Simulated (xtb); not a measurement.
**Run report: C2H6OSSi, geometry relaxation (part 3 of 3)**

C2H6OSSi; GFN0-xTB (xtb 6.7.1). The geometry comes from this level: GFN2-xTB.

Geometry of the input (Å):
```
C  0.5337  -0.6389  -1.2521
C  -0.2130  0.6246  -0.9836
S  -0.6297  1.6639  -2.1619
O  -0.5390  0.8921  0.2647
Si -0.3554  0.1987  1.7404
H  0.7351  -0.7376  -2.3143
H  1.4728  -0.6334  -0.6979
H  -0.0528  -1.4909  -0.9072
H  -1.0279  1.1888  2.5597
H  1.0723  0.0488  2.0208
H  -0.9961  -1.1162  1.7313
```

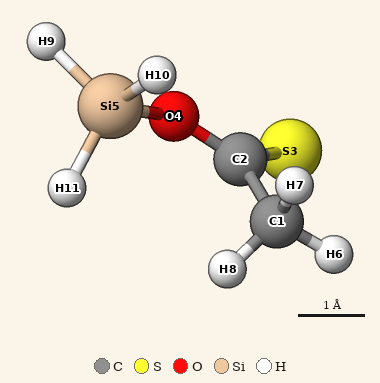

Fig. 1: The geometry at step 8 of the log (ball-and-stick view, seen at a tilt; atoms are numbered from 1 in the order of the input).

## Trajectory as extended XYZ, continued
```
11
Properties=species:S:1:pos:R:3 step=7 energy=-433.83207
C     0.5310   -0.6379   -1.2350
C    -0.2251    0.6379   -0.9514
S    -0.6209    1.6661   -2.2423
O    -0.5317    0.8858    0.2423
Si   -0.3509    0.2051    1.6825
H     0.7289   -0.7293   -2.3008
H     1.4721   -0.6288   -0.6846
H    -0.0586   -1.4895   -0.8948
H    -1.0023    1.1307    2.6125
H     1.0600    0.0603    2.0304
H    -1.0026   -1.1005    1.7412
11
Properties=species:S:1:pos:R:3 step=8 energy=-433.83211
C     0.5310   -0.6377   -1.2357
C    -0.2250    0.6380   -0.9518
S    -0.6213    1.6667   -2.2427
O    -0.5311    0.8847    0.2422
Si   -0.3505    0.2044    1.6825
H     0.7293   -0.7297   -2.3015
H     1.4720   -0.6282   -0.6853
H    -0.0589   -1.4891   -0.8955
H    -1.0024    1.1311    2.6117
H     1.0595    0.0600    2.0326
H    -1.0026   -1.1004    1.7435
11
Properties=species:S:1:pos:R:3 step=9 energy=-433.83213
C     0.5313   -0.6377   -1.2371
C    -0.2248    0.6376   -0.9519
S    -0.6220    1.6676   -2.2418
O    -0.5301    0.8830    0.2424
Si   -0.3504    0.2039    1.6833
H     0.7294   -0.7294   -2.3029
H     1.4723   -0.6282   -0.6868
H    -0.0586   -1.4891   -0.8971
H    -1.0032    1.1330    2.6101
H     1.0590    0.0599    2.0354
H    -1.0029   -1.1003    1.7463
```

## Results in brief

| quantity | value |
| --- | --- |
| outcome | converged |
| electrons treated | 30 |
| total energy | −15.943037 hartree |
| dispersion energy | −0.003222 hartree |
| basis functions | 44 |
| HOMO | −10.98 eV |
| LUMO | −7.82 eV |
| dipole moment | 7.86 D |
| hardware | 1 thread of Intel Xeon @ 2.50GHz (Skylake/Cascade Lake), 64 GiB of memory available, shared host |
| peak memory | 0.07 GiB |
